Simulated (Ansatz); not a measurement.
# Transmission past a defect: Ir wire along [110], 4 atoms a period, divacancy of Ir and Ir

Wanted: the relaxed defect and the transmission past it, beside the channels of the perfect wire.

Main program and level: Ansatz 0.2.0; DFT PBE, plane waves, PAW; relaxation of a wire's period, in the first sound run; inputs show where later runs differ.

## (1) The structure

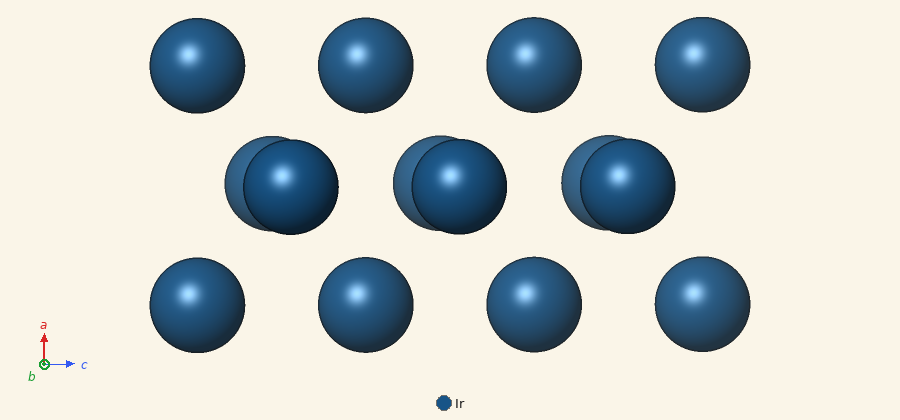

The starting structure, seen from the side, with the c axis across the page (iridium blue). 1×1×3 cells are drawn. Some periodic images of atoms are drawn too.

The cell holds 4 atoms: 4 Ir. Its edges and angles: a = 10.670 Å, b = 9.537 Å, c = 2.737 Å, α = 90.0°, β = 90.0°, γ = 90.0°. Vacuum lies along a and b. The structure's axis is c.

Structure file:

```cif
data_structure
_symmetry_space_group_name_H-M 'P 1'
_symmetry_Int_Tables_number 1
_cell_length_a 10.6700
_cell_length_b 9.5370
_cell_length_c 2.7365
_cell_angle_alpha 90.000
_cell_angle_beta 90.000
_cell_angle_gamma 90.000
_cell_volume 278.47
loop_
_atom_site_label
_atom_site_type_symbol
_atom_site_fract_x
_atom_site_fract_y
_atom_site_fract_z
_atom_site_occupancy
Ir1 Ir 0.31865 0.49997 0.00000 1
Ir2 Ir 0.68135 0.49997 0.00000 1
Ir3 Ir 0.50000 0.35651 0.50000 1
Ir4 Ir 0.50000 0.64344 0.50000 1
```

## (2) Relaxing the period

Band widths follow the bond lengths, so the wire is relaxed first. The atoms and the third cell vector are free; the box across stays fixed as vacuum. Moments are seeded so that a magnetic state can form if it lies lower. A Fermi-Dirac smearing is set since the result may be a metal. The pressure printed is a third of the stress's trace over the whole box, vacuum included; only the stress along the axis is relaxed.

Input file input.yaml:

```yaml
crystal:
  lattice:
    - [10.67, 0.0, 0.0]
    - [0.0, 9.537, 0.0]
    - [0.0, 0.0, 2.7365032432]
  atoms:
    - { symbol: Ir, position: [0.318650422, 0.499973956, 0.0], spin: 0.8 }
    - { symbol: Ir, position: [0.681349578, 0.499973956, 0.0], spin: 0.8 }
    - { symbol: Ir, position: [0.5, 0.356506239, 0.5], spin: 0.8 }
    - { symbol: Ir, position: [0.5, 0.643441674, 0.5], spin: 0.8 }
magnetization:
  spin_polarized: true
kpoints:
  mp_grid: { grid: [1, 1, 30] }
scf:
  occupations: { method: fermi_dirac, width: 0.05 }
hamiltonian:
  xc: pbe
relax:
  cell: { fix: [a, b, alpha, beta, gamma] }
  max_steps: 60
```

The run is started by

```sh
> ansatz run input.yaml --threads 4 --pin off --max-ram 16384MiB --backend cpu --events-out ev --progress --plain --runs-dir out
```

Numbers of over 12 decimals in the logs are rounded to 6 here.

What it wrote:

```text
Engine: ansatz 0.2.0, aarch64-unknown-linux-gnu
Pseudopotentials: kind: paw
Pseudopotential: Ir, paw, valence charge 17, recommended cutoff 420 eV (normal), Ir.paw.azcp
Functional definition: PBE
  parameter kappa = 0.804
  parameter beta = 0.066725
  exchange = pbe_x(kappa = kappa, mu = beta*pi^2/3)
  correlation = pbe_c(beta = beta)
Crystal: 4 atoms, lattice volume = 278.466 Å³
Basis set: ecut = 420 eV, 5469 PW (Γ), exchange–correlation on 144×128×40 points (8 copies of the dense FFT grid, shifted against one another)
Bands: 43, of which v1, the nominal top of the filled ones, is band 34 counted from 1 (33 counted from 0)
Symmetry: 8 space group operations
Space group: Pmmm (ITA 47), of the structure as read, at distance tolerance 6.5e-5 Å
Magnetic group: BNS 47.249 (UNI 347), of the structure as read, at distance tolerance 6.5e-5 Å
k-points: 16 of 30
Non-local potential: Ir, projectors of the file, l = 0: 3, l = 1: 2, l = 2: 2, l = 3: 1
PAW form: soft (Blöchl's): semilocal exchange-correlation on the pseudo side does not see the compensation charge
PAW one-centre angular grid: Ir, 590 points (default); XC on 64 Gauss nodes
Initial density: superposition of atomic densities (neutral atoms: chi_scale 0, normalization atom)
Starting moments: Σ|m| = 3.2 μB on 4 of 4 sites
Initial wavefunctions: pseudopotential atomic-orbital guess
Functional: x = pbe(κ = 0.804, μ = 0.219515), c = pbe(β = 0.066725)
SCF iter   1: F=—  HF=-47731.970555 eV  |F-HF|=—  |Δ(HF+E_count)|=         —  Δρ=1.38e-2 (↑1.05e-2 ↓1.38e-2)  dr2=3.70e0  dr2_m=6.98e-2  M=2.663 μB ∫|m|=2.677 μB  β_m=0.30  ethr=3.10e-3  ⟨swp⟩=8.4  Hψ=6025  notcnv=0  defer=1
Mixer restart at iter 1: flushing history
preconditioner: auto → LDOS  [metal: Δε(μ)=0.025 eV  Ē_g=5.193 eV  σ=0.050 eV  W_gap=0.13  n_scr=36 (ndim 8)  ℏωp=13.4 eV  f_vac=0.612  D(μ)=10.39/eV (n_scr^D=72)]
spin=Collinear: LDOS preconditioning applied to the charge; magnetization (m = ρ↑ − ρ↓) channel mixes plain (no charge-response kernel on spin).
SCF iter   2: F=—  HF=-47731.865465 eV  |F-HF|=—  |Δ(HF+E_count)|=   1.05e-1  Δρ=8.16e-3 (↑6.97e-3 ↓8.16e-3)  dr2=5.12e-1  dr2_m=4.35e-2  M=2.539 μB ∫|m|=2.568 μB  β_m=0.37  ethr=3.10e-3  ⟨swp⟩=2.2  Hψ=2462  notcnv=0  defer=26
SCF iter   3: F=—  HF=-47732.246585 eV  |F-HF|=—  |Δ(HF+E_count)|=   3.81e-1  Δρ=4.58e-3 (↑4.55e-3 ↓4.58e-3)  dr2=9.02e-2  dr2_m=2.11e-2  M=2.420 μB ∫|m|=2.469 μB  β_m=0.63  ethr=7.53e-4  ⟨swp⟩=2.5  Hψ=2126  notcnv=0  defer=26
SCF iter   4: F=—  HF=-47732.518832 eV  |F-HF|=—  |Δ(HF+E_count)|=         —  Δρ=4.87e-3 (↑4.87e-3 ↓4.67e-3)  dr2=1.16e-2  dr2_m=5.28e-2  M=1.714 μB ∫|m|=1.793 μB  β_m=0.63  ethr=1.33e-4  ⟨swp⟩=3.2  Hψ=2409  notcnv=0  defer=27
SCF iter   5: F=—  HF=-47732.519874 eV  |F-HF|=—  |Δ(HF+E_count)|=   1.04e-3  Δρ=2.64e-3 (↑2.54e-3 ↓2.64e-3)  dr2=2.68e-3  dr2_m=1.59e-2  M=1.598 μB ∫|m|=1.668 μB  β_m=0.81  ethr=1.70e-5  ⟨swp⟩=2.4  Hψ=2429  notcnv=0  defer=27
SCF iter   6: F=—  HF=-47732.525068 eV  |F-HF|=—  |Δ(HF+E_count)|=   5.19e-3  Δρ=8.07e-4 (↑8.07e-4 ↓6.77e-4)  dr2=7.78e-4  dr2_m=1.24e-3  M=1.400 μB ∫|m|=1.452 μB  β_m=0.86  ethr=3.94e-6  ⟨swp⟩=2.5  Hψ=3089  notcnv=0  defer=29
SCF iter   7: F=—  HF=-47732.526154 eV  |F-HF|=—  |Δ(HF+E_count)|=   1.09e-3  Δρ=2.72e-4 (↑2.49e-4 ↓2.72e-4)  dr2=6.37e-5  dr2_m=1.60e-4  M=1.344 μB ∫|m|=1.387 μB  β_m=0.93  ethr=1.14e-6  ⟨swp⟩=2.8  Hψ=2924  notcnv=0  defer=29
SCF iter   8: F=—  HF=-47732.526612 eV  |F-HF|=—  |Δ(HF+E_count)|=   4.58e-4  Δρ=9.00e-5 (↑7.10e-5 ↓9.00e-5)  dr2=1.81e-5  dr2_m=1.25e-5  M=1.298 μB ∫|m|=1.336 μB  β_m=0.93  ethr=9.37e-8  ⟨swp⟩=3.0  Hψ=3125  notcnv=0  defer=29
SCF iter   9: F=—  HF=-47732.526620 eV  |F-HF|=—  |Δ(HF+E_count)|=   8.86e-6  Δρ=4.78e-5 (↑4.78e-5 ↓3.20e-5)  dr2=2.43e-6  dr2_m=3.59e-6  M=1.296 μB ∫|m|=1.334 μB  β_m=0.96  ethr=2.66e-8  ⟨swp⟩=2.5  Hψ=2832  notcnv=0  defer=29
SCF iter  10: F=—  HF=-47732.526627 eV  |F-HF|=—  |Δ(HF+E_count)|=   6.10e-6  Δρ=2.06e-5 (↑1.84e-5 ↓2.06e-5)  dr2=6.58e-7  dr2_m=8.81e-7  M=1.296 μB ∫|m|=1.334 μB  β_m=0.98  ethr=3.57e-9  ⟨swp⟩=2.5  Hψ=2620  notcnv=0  defer=29
SCF iter  11: F=—  HF=-47732.526628 eV  |F-HF|=—  |Δ(HF+E_count)|=   1.19e-6  Δρ=1.27e-5 (↑1.27e-5 ↓1.24e-5)  dr2=4.44e-7  dr2_m=3.20e-7  M=1.296 μB ∫|m|=1.335 μB  β_m=0.99  ethr=9.68e-10  ⟨swp⟩=2.6  Hψ=2654  notcnv=0  defer=29
SCF iter  12: F=—  HF=-47732.526628 eV  |F-HF|=—  |Δ(HF+E_count)|=   3.75e-7  Δρ=8.06e-6 (↑8.06e-6 ↓4.90e-6)  dr2=4.92e-7  dr2_m=6.24e-8  M=1.298 μB ∫|m|=1.336 μB  β_m=0.87  ethr=6.53e-10  ⟨swp⟩=2.5  Hψ=2927  notcnv=0  defer=29
SCF iter  13: F=—  HF=-47732.526628 eV  |F-HF|=—  |Δ(HF+E_count)|=   1.91e-8  Δρ=3.77e-6 (↑3.24e-6 ↓3.77e-6)  dr2=9.26e-8  dr2_m=2.33e-8  M=1.298 μB ∫|m|=1.337 μB  β_m=0.88  ethr=6.53e-10  ⟨swp⟩=2.3  Hψ=2443  notcnv=0  defer=29
SCF iter  14: F=—  HF=-47732.526628 eV  |F-HF|=—  |Δ(HF+E_count)|=   1.49e-8  Δρ=1.45e-6 (↑1.09e-6 ↓1.45e-6)  dr2=9.95e-9  dr2_m=2.42e-9  M=1.299 μB ∫|m|=1.338 μB  β_m=0.83  ethr=1.36e-10  ⟨swp⟩=2.3  Hψ=2263  notcnv=0  defer=29
SCF iter  15: F=-47732.526628 eV  HF=-47732.526628 eV  |F-HF|=1.65e-9  |Δ(HF+E_count)|=   2.11e-9  Δρ=5.23e-7 (↑5.23e-7 ↓3.81e-7)  dr2=2.41e-9  dr2_m=1.05e-10  M=1.299 μB ∫|m|=1.338 μB  ethr=1.46e-11  ⟨swp⟩=1.3  Hψ=4616  notcnv=0
SCF 1 converged in 15 iterations: F = -47732.526628 eV  dr2 = 2.41e-9
  greatest PAW one-centre occupation: 1.000 electrons in one spin orbital (limit 2), on the Ir atom at site 3 (counted from 0), in its partial waves of l = 0
relax step   1: F+E_penalty+E_count = -47732.52662812 eV  Δ(F+E_penalty+E_count) = +0.000e0 eV  max|allowed force component| = 2.633e0 eV/Å  Δτ_max = 0.0000 Å  P = -6.335 GPa  Ω = 278.466 Å³  fix = [a, b, alpha, beta, gamma]  reactions: a -5.565, b -4.055 GPa  (15 SCF iters, dr2 threshold 1.00e-7 eV, accepted)
Crystal: 4 atoms, lattice volume = 267.440 Å³
Basis set: ecut = 420 eV, 5285 PW (Γ), exchange–correlation on 144×128×40 points (8 copies of the dense FFT grid, shifted against one another)
Initial density: handed on by an earlier stage of this run
Starting moments: Σ|m| = 3.2 μB on 4 of 4 sites; this step starts from the density that it was given
Initial wavefunctions: those handed on with the density
iter 1 solved again at ethr=6.65e-4 eV; its pass at ethr=3.10e-3 eV (dr2=4.52e-1 eV) is discarded
SCF iter   1: F=—  HF=-47732.983415 eV  |F-HF|=—  |Δ(HF+E_count)|=         —  Δρ=1.60e-2 (↑1.60e-2 ↓1.17e-2)  dr2=4.61e-1  dr2_m=2.81e-1  M=0.145 μB ∫|m|=0.226 μB  β_m=0.30  ethr=6.65e-4  ⟨swp⟩=1.2  Hψ=7113  notcnv=0
[...]
relax step   4: F+E_penalty+E_count = -47733.57733949 eV  Δ(F+E_penalty+E_count) = -1.088e-1 eV  max|allowed force component| = 3.124e-1 eV/Å  Δτ_max = 0.0847 Å  P = -0.438 GPa  Ω = 264.493 Å³  energy of the carried Pulay correction = +1.370e-3 eV  fix = [a, b, alpha, beta, gamma]  reactions: a -0.037, b -0.364 GPa  (11 SCF iters, dr2 threshold 4.00e-7 eV, accepted)
[...]
relax step   5: F+E_penalty+E_count = -47733.58666458 eV  Δ(F+E_penalty+E_count) = -9.325e-3 eV  max|allowed force component| = 6.876e-2 eV/Å  Δτ_max = 0.0191 Å  P = +0.036 GPa  Ω = 262.838 Å³  energy of the carried Pulay correction = +1.537e-3 eV  fix = [a, b, alpha, beta, gamma]  reactions: a +0.002, b +0.215 GPa  (9 SCF iters, dr2 threshold 4.00e-7 eV, accepted)
[...]
relax step   6: F+E_penalty+E_count = -47733.58695024 eV  Δ(F+E_penalty+E_count) = -2.857e-4 eV  max|allowed force component| = 9.154e-3 eV/Å  Δτ_max = 0.0034 Å  P = +0.057 GPa  Ω = 262.649 Å³  energy of the carried Pulay correction = +1.556e-3 eV  fix = [a, b, alpha, beta, gamma]  reactions: a +0.042, b +0.104 GPa  (7 SCF iters, dr2 threshold 2.96e-7 eV, accepted)
Basis set: ecut = 420 eV, 5161 PW (Γ), exchange–correlation on 144×128×36 points (8 copies of the dense FFT grid, shifted against one another)
Initial wavefunctions: pseudopotential atomic-orbital guess (no wavefunctions were taken with the density)
iter 1 solved again at ethr=1.14e-6 eV; its pass at ethr=3.10e-3 eV (dr2=7.77e-4 eV) is discarded
SCF iter   1: F=—  HF=-47733.583947 eV  |F-HF|=—  |Δ(HF+E_count)|=         —  Δρ=6.91e-5 (↑6.91e-5 ↓6.91e-5)  dr2=1.40e-5  dr2_m=8.45e-11  M=-0.000 μB ∫|m|=0.000 μB  β_m=0.65  ethr=1.14e-6  ⟨swp⟩=3.6  Hψ=10242  notcnv=0
preconditioner: auto → LDOS  [metal: Δε(μ)=0.035 eV  Ē_g=5.923 eV  σ=0.050 eV  W_gap=0.17  n_scr=20 (ndim 8)  ℏωp=13.7 eV  f_vac=0.633  D(μ)=5.12/eV (n_scr^D=26)]
spin=Collinear: LDOS preconditioning applied to the charge; magnetization (m = ρ↑ − ρ↓) channel mixes plain (no charge-response kernel on spin).
SCF iter   2: F=—  HF=-47733.584289 eV  |F-HF|=—  |Δ(HF+E_count)|=   3.42e-4  Δρ=2.20e-5 (↑2.20e-5 ↓2.20e-5)  dr2=9.68e-7  dr2_m=3.62e-11  M=-0.000 μB ∫|m|=0.000 μB  β_m=0.54  ethr=2.06e-8  ⟨swp⟩=2.7  Hψ=2838  notcnv=0
SCF iter   3: F=—  HF=-47733.584290 eV  |F-HF|=—  |Δ(HF+E_count)|=   1.62e-6  Δρ=7.42e-6 (↑7.42e-6 ↓7.41e-6)  dr2=2.62e-7  dr2_m=1.56e-11  M=-0.000 μB ∫|m|=0.000 μB  β_m=0.57  ethr=1.42e-9  ⟨swp⟩=2.2  Hψ=2214  notcnv=0
SCF iter   4: F=—  HF=-47733.584290 eV  |F-HF|=—  |Δ(HF+E_count)|=   2.57e-7  Δρ=2.22e-6 (↑2.22e-6 ↓2.19e-6)  dr2=3.63e-8  dr2_m=5.71e-12  M=-0.000 μB ∫|m|=0.000 μB  β_m=0.58  ethr=3.85e-10  ⟨swp⟩=2.1  Hψ=1953  notcnv=0
SCF iter   5: F=—  HF=-47733.584290 eV  |F-HF|=—  |Δ(HF+E_count)|=   1.78e-8  Δρ=1.01e-6 (↑1.01e-6 ↓9.83e-7)  dr2=1.42e-8  dr2_m=2.75e-12  M=-0.000 μB ∫|m|=0.000 μB  β_m=0.64  ethr=5.34e-11  ⟨swp⟩=3.3  Hψ=2741  notcnv=0
SCF iter   6: F=—  HF=-47733.584290 eV  |F-HF|=—  |Δ(HF+E_count)|=   6.85e-9  Δρ=4.89e-7 (↑4.89e-7 ↓4.70e-7)  dr2=3.08e-9  dr2_m=8.64e-13  M=-0.000 μB ∫|m|=0.000 μB  β_m=0.72  ethr=2.09e-11  ⟨swp⟩=1.7  Hψ=1575  notcnv=0
SCF iter   7: F=—  HF=-47733.584290 eV  |F-HF|=—  |Δ(HF+E_count)|=   2.90e-9  Δρ=9.50e-8 (↑9.50e-8 ↓8.78e-8)  dr2=1.46e-10  dr2_m=1.83e-13  M=-0.000 μB ∫|m|=0.000 μB  β_m=0.81  ethr=4.53e-12  ⟨swp⟩=2.0  Hψ=1896  notcnv=0
SCF iter   8: F=-47733.584290 eV  HF=-47733.584290 eV  |F-HF|=4.37e-11  |Δ(HF+E_count)|=    0.00e0  Δρ=1.89e-8 (↑1.89e-8 ↓1.69e-8)  dr2=4.98e-12  dr2_m=2.72e-14  M=-0.000 μB ∫|m|=0.000 μB  ethr=1.00e-12  ⟨swp⟩=3.9  Hψ=5337  notcnv=0
the starting moments were not kept: the SCF closed with an absolute magnetisation of 8.1e-7 μB, where they sum to 3.2 μB in size (4 sites). That is at most 0.1 of that sum. Measured as dr2_m measures the in/out step, that magnetisation stands 4.2e-14 eV from none, at or under the dr2_threshold of 4.0e-11 eV: it is no larger than a step whose dr2_m would equal this threshold.
SCF 7 converged in 8 iterations: F = -47733.584290 eV  dr2 = 4.98e-12
relax step   7: F+E_penalty+E_count = -47733.58429048 eV  Δ(F+E_penalty+E_count) = +2.660e-3 eV  max|allowed force component| = 9.651e-3 eV/Å  Δτ_max = 0.0000 Å  P = +0.067 GPa  Ω = 262.649 Å³  fix = [a, b, alpha, beta, gamma]  reactions: a +0.050, b +0.110 GPa  stress off target by 4.08e-2 GPa on what of the cell is left free  SCF on the basis re-selected at this cell (its energy is not comparable with the rows above)  (8 SCF iters)
basis re-selected at this cell: Δ(F+E_penalty+E_count) = +2.660e-3 eV, ΔP = +0.010 GPa vs the last step (what re-selecting the basis moved, of the pressure what is left beyond the Pulay correction that the steps carried, after the strain that the cell walked since its last selection, with what the two solves' SCF thresholds leave and, on support functions, any second-order correction that the steps lacked; it is no measure of the basis error at this ecutwfc). The dense FFT grid was sized anew with the basis: this SCF ran on 72×64×18 points, the steps before it on 72×64×20, so part of this shift can come from that change (see relax.cell in the input reference). [rest of the remark cut]
SCF converged after 8 iterations
Magnetization: -0.0000 μB (34.0000 up, 34.0000 down)
Absolute magnetization: 0.0000 μB (∫|ρ↑−ρ↓|, with the PAW one-centre terms)
Spin contamination: 0.0000 ħ² per cell (⟨S²⟩ above its minimum at these occupations)
Per-site moments (μB) at R_I (Å): [(-1.0217890996775599e-7, 1.064690), (-1.0217890996002252e-7, 1.064690), (-8.920088116595734e-8, 1.026546), (-8.920088110695416e-8, 1.026546)]
Free energy (F): -47733.584290 eV
Harris-Foulkes:  -47733.584290 eV  (|F-HF|=4.37e-11)
Internal energy: -47733.539453 eV  (E = F + TS)
E sigma→0 (E₀):  -47733.561872 eV
Entropy (-TS):   -0.044838 eV (-11.209 meV/atom)
Fermi energy:    1.592122 eV
--- Per-component energies (eV) ---
  E_band       = -1933.905251
  E_kinetic    = 2484.241388
  E_local      = -28935.028415  (includes V_loc(G=0)·N_el)
  E_nonlocal   = 297.510671
  E_hartree    = 13168.709709
  E_xc         = -1062.847235
  E_vxc        = -1187.702398  (∫ρ·V_xc dr)
  E_paw        = -36895.519355  (= ΣΔE_a)
  E_vpaw       = -930.345899  (= ΣTr[D̂ρ^β])
  E_aug_tail   = 0.000269  (compensation charges beyond the density's cutoff)
  E_ewald      = 3209.393516
  E_smearing   = -0.044838  (= −TS)
  E_closure    = 0.000000  (closes the sum)
  Σ components = -47733.584290   (vs F -47733.584290, Δ=0.00e0)
--- Forces (eV/Å), atoms counted from 1 ---
  atom   1  Ir    -0.00965120    -0.00000000     0.00000000
  atom   2  Ir     0.00965120     0.00000000    -0.00000000
  atom   3  Ir     0.00000000     0.00406312     0.00000000
  atom   4  Ir     0.00000000    -0.00406312    -0.00000000
  max |Σ_I F_I| component: 1.73e-18 eV/Å
--- Stress (GPa, compression-positive) ---
        0.050413       0.000000       0.000000
        0.000000       0.109765       0.000000
        0.000000       0.000000       0.040813
  P = ⅓ Tr σ = 0.0670 GPa (0.670 kbar)
--- Relaxed structure (6 steps of the walk, 6 accepted, 1 SCFs on fresh bases) ---
  F+E_penalty+E_count = -47733.58429048 eV   max|allowed force component| = 9.651e-3 eV/Å   (the final SCF, on the basis selected at the relaxed cell)
  cell:  # Å, volume = 262.6489 Å³
    - [10.67, 0.0, 0.0]
    - [0.0, 9.537, 0.0]
    - [0.0, 0.0, 2.581068]
  atoms:
    - { symbol: Ir, position: [0.322747, 0.499974, 0.0] }
    - { symbol: Ir, position: [0.677253, 0.499974, 0.0] }
    - { symbol: Ir, position: [0.500000, 0.369503, 0.500000] }
    - { symbol: Ir, position: [0.500000, 0.630445, 0.500000] }
```

The job ended after 59 s (4 threads of Arm Neoverse V1, shared host; peak memory 0.77 GiB).

The steps of the relaxation:

| step | energy less that of the first step (eV) | largest force component (eV/Å) | pressure (GPa) | volume (Å³) |
| --- | --- | --- | --- | --- |
| 1 | 0.0000 | 2.6331 | -6.33 | 278.47 |
| 2 | -0.4385 | 3.7561 | 5.16 | 267.44 |
| 3 | -0.9419 | 1.3191 | 1.86 | 263.42 |
| 4 | -1.0507 | 0.3124 | -0.44 | 264.49 |
| 5 | -1.0600 | 0.0688 | 0.04 | 262.84 |
| 6 | -1.0603 | 0.0092 | 0.06 | 262.65 |
| 7* | -1.0577 | 0.0097 | 0.07 | 262.65 |

Relaxation steps marked * repeat the geometry before them on a plane-wave basis chosen anew for their cell, so energy and pressure can jump there.

Forces are held to the 8 operations that the run works with; a distortion that breaks them can't arise in this run.

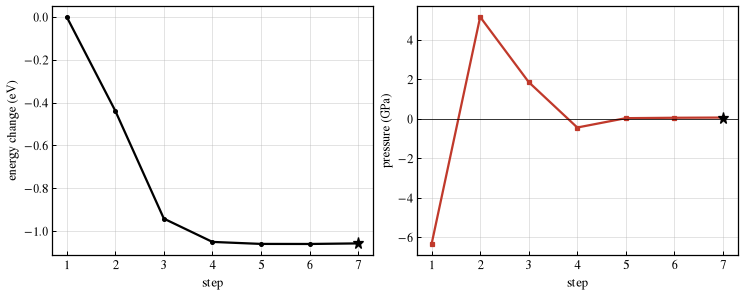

Energy and pressure along the relaxation. Stars mark steps on a basis chosen anew.

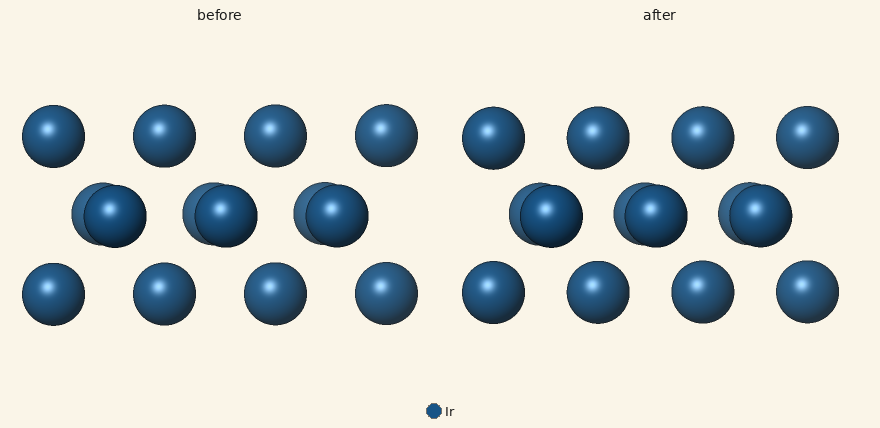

The structure before and after the relaxation, drawn at the same scale.

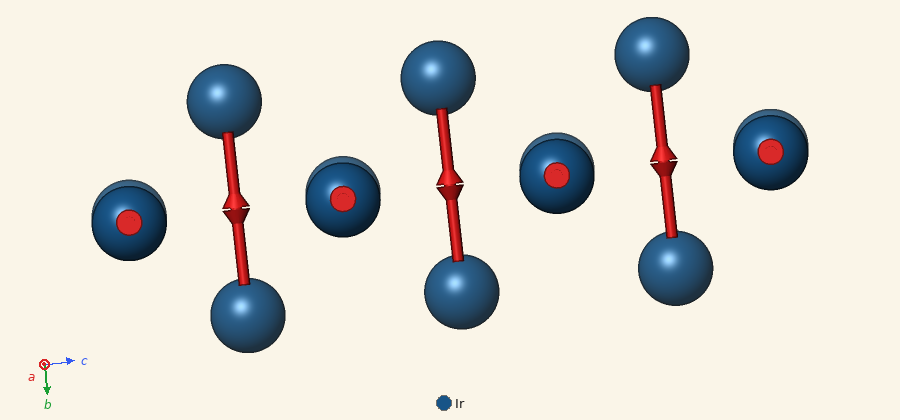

Displacements in the relaxation, exaggerated, measured against the changing cell; the longest in the cell stands for 0.12 Å. 1×1×3 cells are drawn. Some periodic images of atoms are drawn too.

| cell as run | before | after | change |
| --- | --- | --- | --- |
| c (Å) | 2.737 | 2.581 | -5.7 % |

The atoms that moved most (Å, along periodic axes as changes of fractional coordinates times the final cell, across vacuum about the mean position):

| atom | dx | dy | dz | length |
| --- | --- | --- | --- | --- |
| Ir4 | 0.000 | -0.124 | 0.000 | 0.124 |
| Ir3 | 0.000 | 0.124 | 0.000 | 0.124 |
| Ir1 | 0.044 | 0.000 | 0.000 | 0.044 |
| Ir2 | -0.044 | 0.000 | 0.000 | 0.044 |

Final coordinates:

```cif
data_structure
_symmetry_space_group_name_H-M 'P 1'
_symmetry_Int_Tables_number 1
_cell_length_a 10.6700
_cell_length_b 9.5370
_cell_length_c 2.5811
_cell_angle_alpha 90.000
_cell_angle_beta 90.000
_cell_angle_gamma 90.000
_cell_volume 262.65
loop_
_atom_site_label
_atom_site_type_symbol
_atom_site_fract_x
_atom_site_fract_y
_atom_site_fract_z
_atom_site_occupancy
Ir1 Ir 0.32275 0.49997 0.00000 1
Ir2 Ir 0.67725 0.49997 0.00000 1
Ir3 Ir 0.50000 0.36950 0.50000 1
Ir4 Ir 0.50000 0.63044 0.50000 1
```

Numbers from this step:

| Item | Value |
| --- | --- |
| energy at zero smearing | -47733.5619 eV |
| cell length along the wire | 2.581 Å |

The cell's length comes to 2.581 Å with no moment.

(Continued in part 2 of 4.)

[Logs are printed without paths, hosts, clocks, repeated set-up lines and the standing remarks that a program may print on its own settings, such as how far it seeks lower states.]

[Hosts, paths, dates, database ids (printed as entryN), source tags and the programs' standing remarks are cut or masked in the printed files.]
